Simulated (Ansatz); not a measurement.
## Geometry relaxation of GeSiH$_{3}$ClO

- system: GeSiH$_{3}$ClO, SMILES [SiH3][O][Ge][Cl]
- method: HF/STO-3G, RHF (Ansatz 0.2.0)

The geometry comes from this level: PBE0-D4/def2-TZVP. Figures and captions count atoms from 1; the log counts them from 0 in places.

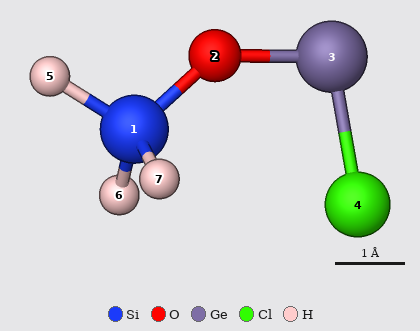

Fig. 1: The starting structure (ball-and-stick view, seen at a tilt; atoms are numbered from 1 in the order of the input). Sticks mark near contacts. Bond lengths as drawn: Cl–Ge 2.21 Å, Ge–O 1.77 Å, H–Si 1.48 Å and O–Si 1.66 Å.

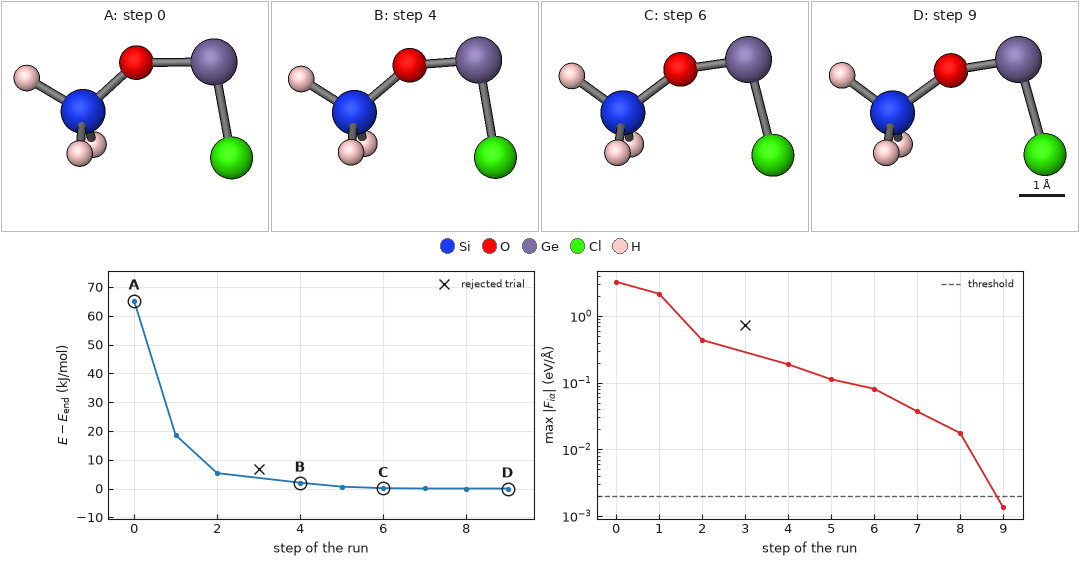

Fig. 2: Frames of the relaxation (ball-and-stick view, seen on its broad side) above the curves, on which the letters mark them (the first geometry is step 0 here and step 1 in the log).

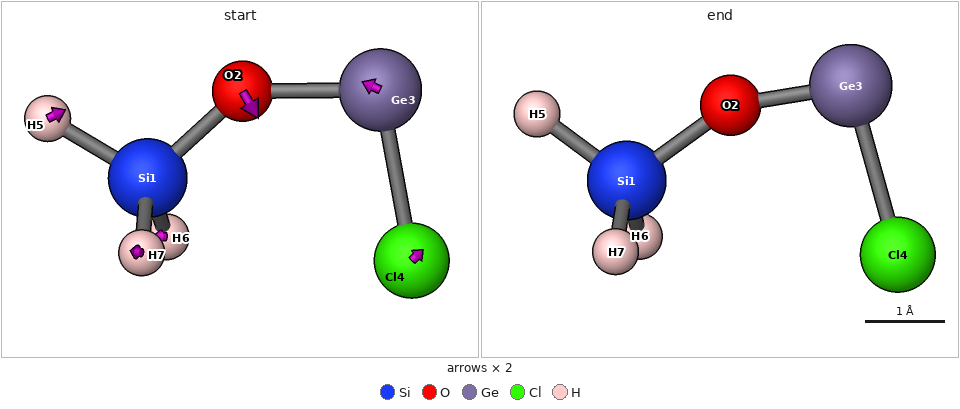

Fig. 3: Before (left) and after (right) the relaxation, at one scale (ball-and-stick view, seen on its broad side). The pink arrows give the displacements, magnified 2 times. O2 moves most after the best rigid fit: 0.21 Å. Largest moves by element: O 0.21 Å, Ge 0.13 Å, H 0.13 Å, Cl 0.11 Å, Si 0.03 Å. Among the contacts that change: O2–Ge3 1.768 → 1.563 Å, Si1–H5 1.484 → 1.423 Å, Ge3–Cl4 2.210 → 2.234 Å. Among the angles that change: Si1–O2–Ge3 138.4° → 153.6°, O2–Ge3–Cl4 99.4° → 95.9°. Over 9 geometry steps the energy falls by 65.3 kJ/mol. Largest force component: 3.3 eV/Å at the start, 0.0013 eV/Å at the end. The line search rejected the trial step at point 3 (counted from 0) and went back. (Atoms are counted from 1 in the order of the input.)

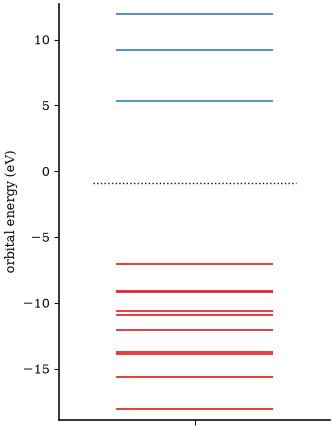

Fig. 4: Orbital energies near the frontier; the dotted line parts filled from empty levels, and levels within 0.02 eV of each other stand side by side. Highest filled −7.05 eV, lowest empty 5.31 eV, 12.36 eV apart.

The input that produced these results follows, with the program's output.

The input
```yaml
basis:
  gaussian: {orbitals: STO-3G}
crystal:
  periodic: [false, false, false]
  atoms:
    - {symbol: Si, position_ang: [0.184400, 0.664200, -0.614200]}
    - {symbol: O, position_ang: [0.434500, -0.959500, -0.413800]}
    - {symbol: Ge, position_ang: [0.076600, -2.215900, 0.776900]}
    - {symbol: Cl, position_ang: [-0.991800, -0.995100, 2.277600]}
    - {symbol: H, position_ang: [0.795900, 1.045400, -1.911300]}
    - {symbol: H, position_ang: [-1.268900, 0.965100, -0.643300]}
    - {symbol: H, position_ang: [0.830700, 1.427800, 0.482400]}
hamiltonian: {xc: hf}
relax: {f_tol: 0.002}
output: {orbitals: {seedname: orbitals}}
```

Run as:
```bash
ansatz run in.yaml --threads 1 --pin off --max-ram 3480MiB --events-out events.jsonl --progress --plain --runs-dir runs
```

Output
```
The last accepted step is kept in runs//last_step.txt (removed where the run ends without a failure and the disk answers)
Functional definition: HF
  name "HF"
  exchange = exact_x
  correlation = 0
534 factors; integrals over basis functions are off by at most 1.0e-5 eV
mean field evaluation 1: about -78029.5042 eV, gradient 2.2e1 eV
mean field evaluation 2: about -78029.5588 eV, gradient 2.2e1 eV
mean field evaluation 4: about -78031.6670 eV, gradient 2.0e0 eV
mean field evaluation 8: about -78031.6879 eV, gradient 1.9e-2 eV
mean field -78031.68794944 eV, -2867.6116403643 hartree, gradient 5.5e-5 eV, S^2 0.000000; 0 other end points of the search recorded, 0 dependent functions left out
the calculation of the forces begins
reference -78031.68794944 eV, -2867.6116403643 hartree; 37, 37 occupied and 7, 7 virtual orbitals, 534 factors
relax step   1: F+E_penalty+E_count = -78031.68794944 eV  Δ(F+E_penalty+E_count) = +0.000e0 eV  max|allowed force component| = 3.266e0 eV/Å  Δτ_max = 0.0000 Å  (30 SCF iters, accepted)
these checks for a lower state are left out or cut short: starts, cluster_reference, orbital_swaps, neighbouring_geometries, increment
534 factors; integrals over basis functions are off by at most 1.0e-5 eV
mean field evaluation 16: about -78032.1719 eV, gradient 9.8e-5 eV
mean field -78032.17192530 eV, -2867.6294261491 hartree, gradient 1.0e-5 eV, S^2 0.000000; 0 other end points of the search recorded, 0 dependent functions left out
the calculation of the forces begins
reference -78032.17192530 eV, -2867.6294261491 hartree; 37, 37 occupied and 7, 7 virtual orbitals, 534 factors
relax step   2: F+E_penalty+E_count = -78032.17192530 eV  Δ(F+E_penalty+E_count) = -4.840e-1 eV  max|allowed force component| = 2.160e0 eV/Å  Δτ_max = 0.1948 Å  (31 SCF iters, accepted)
these checks for a lower state are left out or cut short: starts, cluster_reference, orbital_swaps, neighbouring_geometries, increment
534 factors; integrals over basis functions are off by at most 1.3e-5 eV
mean field -78032.30914853 eV, -2867.6344690095 hartree, gradient 9.5e-6 eV, S^2 0.000000; 0 other end points of the search recorded, 0 dependent functions left out
the calculation of the forces begins
reference -78032.30914853 eV, -2867.6344690095 hartree; 37, 37 occupied and 7, 7 virtual orbitals, 534 factors
relax step   3: F+E_penalty+E_count = -78032.30914853 eV  Δ(F+E_penalty+E_count) = -1.372e-1 eV  max|allowed force component| = 4.372e-1 eV/Å  Δτ_max = 0.0719 Å  (31 SCF iters, accepted)
these checks for a lower state are left out or cut short: starts, cluster_reference, orbital_swaps, neighbouring_geometries, increment
534 factors; integrals over basis functions are off by at most 1.2e-5 eV
mean field evaluation 32: about -78032.2927 eV, gradient 8.4e-5 eV
mean field -78032.29274946 eV, -2867.6338663551 hartree, gradient 8.4e-5 eV, S^2 0.000000; 0 other end points of the search recorded, 0 dependent functions left out
the calculation of the forces begins
reference -78032.29274946 eV, -2867.6338663551 hartree; 37, 37 occupied and 7, 7 virtual orbitals, 534 factors
relax step   4: F+E_penalty+E_count = -78032.29274946 eV  Δ(F+E_penalty+E_count) = +1.640e-2 eV  max|allowed force component| = 7.352e-1 eV/Å  Δτ_max = 0.1312 Å  (27 SCF iters, rejected (line search))
these checks for a lower state are left out or cut short: starts, cluster_reference, orbital_swaps, neighbouring_geometries, increment
534 factors; integrals over basis functions are off by at most 1.2e-5 eV
mean field -78032.34374378 eV, -2867.6357403616 hartree, gradient 8.8e-5 eV, S^2 0.000000; 0 other end points of the search recorded, 0 dependent functions left out
the calculation of the forces begins
reference -78032.34374378 eV, -2867.6357403616 hartree; 37, 37 occupied and 7, 7 virtual orbitals, 534 factors
relax step   5: F+E_penalty+E_count = -78032.34374378 eV  Δ(F+E_penalty+E_count) = -3.460e-2 eV  max|allowed force component| = 1.886e-1 eV/Å  Δτ_max = 0.0630 Å  (27 SCF iters, accepted)
these checks for a lower state are left out or cut short: starts, cluster_reference, orbital_swaps, neighbouring_geometries, increment
534 factors; integrals over basis functions are off by at most 1.2e-5 eV
mean field -78032.35796827 eV, -2867.6362631019 hartree, gradient 7.0e-5 eV, S^2 0.000000; 0 other end points of the search recorded, 0 dependent functions left out
the calculation of the forces begins
reference -78032.35796827 eV, -2867.6362631019 hartree; 37, 37 occupied and 7, 7 virtual orbitals, 534 factors
relax step   6: F+E_penalty+E_count = -78032.35796827 eV  Δ(F+E_penalty+E_count) = -1.422e-2 eV  max|allowed force component| = 1.122e-1 eV/Å  Δτ_max = 0.0999 Å  (20 SCF iters, accepted)
these checks for a lower state are left out or cut short: starts, cluster_reference, orbital_swaps, neighbouring_geometries, increment
534 factors; integrals over basis functions are off by at most 1.2e-5 eV
mean field -78032.36347102 eV, -2867.6364653244 hartree, gradient 6.5e-5 eV, S^2 0.000000; 0 other end points of the search recorded, 0 dependent functions left out
the calculation of the forces begins
reference -78032.36347102 eV, -2867.6364653244 hartree; 37, 37 occupied and 7, 7 virtual orbitals, 534 factors
relax step   7: F+E_penalty+E_count = -78032.36347102 eV  Δ(F+E_penalty+E_count) = -5.503e-3 eV  max|allowed force component| = 8.103e-2 eV/Å  Δτ_max = 0.0767 Å  (21 SCF iters, accepted)
these checks for a lower state are left out or cut short: starts, cluster_reference, orbital_swaps, neighbouring_geometries, increment
534 factors; integrals over basis functions are off by at most 1.2e-5 eV
mean field -78032.36462267 eV, -2867.6365076466 hartree, gradient 7.3e-5 eV, S^2 0.000000; 0 other end points of the search recorded, 0 dependent functions left out
the calculation of the forces begins
reference -78032.36462267 eV, -2867.6365076466 hartree; 37, 37 occupied and 7, 7 virtual orbitals, 534 factors
relax step   8: F+E_penalty+E_count = -78032.36462267 eV  Δ(F+E_penalty+E_count) = -1.152e-3 eV  max|allowed force component| = 3.709e-2 eV/Å  Δτ_max = 0.0426 Å  (21 SCF iters, accepted)
these checks for a lower state are left out or cut short: starts, cluster_reference, orbital_swaps, neighbouring_geometries, increment
534 factors; integrals over basis functions are off by at most 1.2e-5 eV
mean field -78032.36467112 eV, -2867.6365094271 hartree, gradient 7.8e-5 eV, S^2 0.000000; 0 other end points of the search recorded, 0 dependent functions left out
the calculation of the forces begins
reference -78032.36467112 eV, -2867.6365094271 hartree; 37, 37 occupied and 7, 7 virtual orbitals, 534 factors
relax step   9: F+E_penalty+E_count = -78032.36467112 eV  Δ(F+E_penalty+E_count) = -4.845e-5 eV  max|allowed force component| = 1.753e-2 eV/Å  Δτ_max = 0.0071 Å  (21 SCF iters, accepted)
these checks for a lower state are left out or cut short: starts, cluster_reference, orbital_swaps, neighbouring_geometries, increment
534 factors; integrals over basis functions are off by at most 1.2e-5 eV
mean field -78032.36467739 eV, -2867.6365096575 hartree, gradient 7.8e-5 eV, S^2 0.000000; 0 other end points of the search recorded, 0 dependent functions left out
the calculation of the forces begins
reference -78032.36467739 eV, -2867.6365096575 hartree; 37, 37 occupied and 7, 7 virtual orbitals, 534 factors
relax step  10: F+E_penalty+E_count = -78032.36467739 eV  Δ(F+E_penalty+E_count) = -6.270e-6 eV  max|allowed force component| = 1.347e-3 eV/Å  Δτ_max = 0.0018 Å  (22 SCF iters, accepted)
534 factors; integrals over basis functions are off by at most 1.2e-5 eV
mean field evaluation 64: about -78032.3067 eV, gradient 1.1e-1 eV
mean field -78032.36467739 eV, -2867.6365096575 hartree, gradient 7.8e-5 eV, S^2 0.000000; 1 other end points of the search recorded, 0 dependent functions left out
the calculation of the forces begins
reference -78032.36467739 eV, -2867.6365096575 hartree; 37, 37 occupied and 7, 7 virtual orbitals, 534 factors
Total energy: -78032.36467739 eV, -2867.6365096575 hartree
Atom 0 at     0.173045     0.694787    -0.604892 Å, force     0.000341    -0.000466    -0.000511 eV/Å
Atom 1 at     0.332681    -0.908630    -0.241596 Å, force    -0.000398    -0.001182     0.001347 eV/Å
Atom 2 at     0.127179    -2.167069     0.662733 Å, force    -0.000301     0.001094     0.000062 eV/Å
Atom 3 at    -0.975828    -1.102342     2.287405 Å, force     0.000664    -0.000442    -0.001078 eV/Å
Atom 4 at     0.796901     0.919352    -1.864147 Å, force     0.000042     0.000224    -0.000181 eV/Å
Atom 5 at    -1.209491     1.024291    -0.684444 Å, force    -0.000210     0.000379     0.000173 eV/Å
Atom 6 at     0.816913     1.471611     0.399241 Å, force    -0.000138     0.000393     0.000188 eV/Å
Dipole moment:     0.374497     0.076415    -0.732437 e Å
```

Trajectory as extended XYZ (Å, eV, eV/Å), 10 frames, from step=1 to step=10
```
7
Properties=species:S:1:pos:R:3:forces:R:3 step=1 energy=-78031.68795
Si    0.1844    0.6642   -0.6142   -0.3031   1.7769  -0.1663
O     0.4345   -0.9595   -0.4138   -0.9208  -3.2655   3.0780
Ge    0.0766   -2.2159    0.7769    0.7917   2.9934  -2.7226
Cl   -0.9918   -0.9951    2.2776    0.2270   0.0075  -0.4293
H     0.7959    1.0454   -1.9113   -0.6708  -0.4072   1.4180
H    -1.2689    0.9651   -0.6433    1.5711  -0.3030   0.0185
H     0.8307    1.4278    0.4824   -0.6950  -0.8021  -1.1962
7
Properties=species:S:1:pos:R:3:forces:R:3 step=2 energy=-78032.17193
Si    0.1625    0.6498   -0.5671    0.0915   0.1068  -0.2147
O     0.4196   -0.9779   -0.3780   -0.4678  -2.1596   1.7698
Ge    0.1015   -2.2035    0.7249    0.5807   1.9807  -1.9075
Cl   -0.9401   -0.8770    2.1316   -0.1588   0.0254   0.2865
H     0.7499    1.0068   -1.8096    0.0429   0.0396  -0.0964
H    -1.2252    0.9444   -0.6148   -0.1238  -0.0140   0.0391
H     0.7932    1.3894    0.4673    0.0353   0.0211   0.1232
7
Properties=species:S:1:pos:R:3:forces:R:3 step=3 energy=-78032.30915
Si    0.1673    0.6365   -0.5705    0.0862   0.0988  -0.2024
O     0.4182   -0.9946   -0.3681   -0.2328   0.0003   0.4372
Ge    0.1091   -2.1435    0.6860    0.2656  -0.2934  -0.3771
Cl   -0.9473   -0.8569    2.1363   -0.1520   0.1394   0.2266
H     0.7489    1.0042   -1.8071    0.1064   0.0306  -0.2120
H    -1.2188    0.9224   -0.5977   -0.2346  -0.0314  -0.0420
H     0.7840    1.3640    0.4754    0.1611   0.0557   0.1696
7
Properties=species:S:1:pos:R:3:forces:R:3 step=4 energy=-78032.29275 accepted=F
Si    0.1655    0.6820   -0.5855    0.1082  -0.4434  -0.0217
O     0.3713   -0.9520   -0.2965   -0.0127   0.3689  -0.1274
Ge    0.1438   -2.1819    0.6371   -0.5481   0.7061   0.7352
Cl   -0.9844   -0.9345    2.2353    0.5050  -0.6630  -0.6723
H     0.7775    0.9706   -1.8483   -0.1261  -0.0375   0.2516
H    -1.2405    0.9455   -0.6473    0.2834   0.0891   0.0493
H     0.8283    1.4022    0.4596   -0.2097  -0.0203  -0.2147
7
Properties=species:S:1:pos:R:3:forces:R:3 step=5 energy=-78032.34374
Si    0.1684    0.6583   -0.5815    0.0415  -0.1407  -0.0195
O     0.3918   -0.9727   -0.3271   -0.0754   0.1886   0.0636
Ge    0.1205   -2.1605    0.6717   -0.0060   0.0562  -0.0118
Cl   -0.9584   -0.9046    2.1759    0.0144  -0.1098   0.0178
H     0.7647    0.9896   -1.8312   -0.0035  -0.0311   0.0189
H    -1.2272    0.9372   -0.6200    0.0262   0.0210  -0.0281
H     0.8016    1.3847    0.4666    0.0028   0.0159  -0.0408
7
Properties=species:S:1:pos:R:3:forces:R:3 step=6 energy=-78032.35797
Si    0.1705    0.6702   -0.5901    0.0392   0.0933  -0.1122
O     0.3693   -0.9479   -0.2946   -0.0534   0.0695   0.0715
Ge    0.1237   -2.1632    0.6670   -0.0260  -0.0197   0.0569
Cl   -0.9688   -0.9886    2.2289    0.0463  -0.0676  -0.0591
H     0.7780    0.9620   -1.8453   -0.0134  -0.0377   0.0407
H    -1.2186    0.9762   -0.6480    0.0058  -0.0183   0.0024
H     0.8073    1.4233    0.4365    0.0014  -0.0194  -0.0002
7
Properties=species:S:1:pos:R:3:forces:R:3 step=7 energy=-78032.36347
Si    0.1723    0.6882   -0.6008    0.0090   0.0025  -0.0166
O     0.3458   -0.9196   -0.2619   -0.0030  -0.0810   0.0389
Ge    0.1264   -2.1642    0.6626   -0.0069   0.0353  -0.0014
Cl   -0.9726   -1.0570    2.2634    0.0101  -0.0266  -0.0081
H     0.7924    0.9312   -1.8601   -0.0272   0.0216   0.0413
H    -1.2144    1.0032   -0.6663    0.0066   0.0237  -0.0284
H     0.8114    1.4503    0.4175    0.0114   0.0246  -0.0257
7
Properties=species:S:1:pos:R:3:forces:R:3 step=8 energy=-78032.36462
Si    0.1729    0.6934   -0.6041    0.0091  -0.0352  -0.0026
O     0.3355   -0.9120   -0.2457   -0.0067   0.0371  -0.0026
Ge    0.1267   -2.1669    0.6634   -0.0007  -0.0078   0.0045
Cl   -0.9755   -1.0943    2.2837    0.0031  -0.0015  -0.0052
H     0.7955    0.9230   -1.8629    0.0027  -0.0017  -0.0043
H    -1.2097    1.0208   -0.6818   -0.0143   0.0023  -0.0005
H     0.8159    1.4680    0.4016    0.0068   0.0069   0.0108
7
Properties=species:S:1:pos:R:3:forces:R:3 step=9 energy=-78032.36467
Si    0.1731    0.6944   -0.6048   -0.0021   0.0071   0.0011
O     0.3331   -0.9091   -0.2421   -0.0001  -0.0166   0.0071
Ge    0.1271   -2.1675    0.6630   -0.0003   0.0175  -0.0066
Cl   -0.9756   -1.1008    2.2865    0.0012  -0.0030  -0.0009
H     0.7967    0.9201   -1.8640   -0.0004  -0.0020   0.0015
H    -1.2096    1.0239   -0.6840    0.0022  -0.0013  -0.0003
H     0.8167    1.4711    0.3997   -0.0004  -0.0018  -0.0018
7
Properties=species:S:1:pos:R:3:forces:R:3 step=10 energy=-78032.36468
Si    0.1730    0.6948   -0.6049    0.0003  -0.0005  -0.0005
O     0.3327   -0.9086   -0.2416   -0.0004  -0.0012   0.0013
Ge    0.1272   -2.1671    0.6627   -0.0003   0.0011   0.0001
Cl   -0.9758   -1.1023    2.2874    0.0007  -0.0004  -0.0011
H     0.7969    0.9194   -1.8641    0.0000   0.0002  -0.0002
H    -1.2095    1.0243   -0.6844   -0.0002   0.0004   0.0002
H     0.8169    1.4716    0.3992   -0.0001   0.0004   0.0002
```

Summary

```tsv
quantity	value
outcome	converged
total energy	−2867.636510 hartree
basis functions	44
largest force	0.002 eV/Å
SCF solution under orbital rotations	stable
HOMO	−7.05 eV
LUMO	5.31 eV
dipole moment	3.97 D
hardware	1 thread of Arm Neoverse V2, 112 GiB of memory available, shared host
wall time	14 s
peak memory	0.13 GiB
```
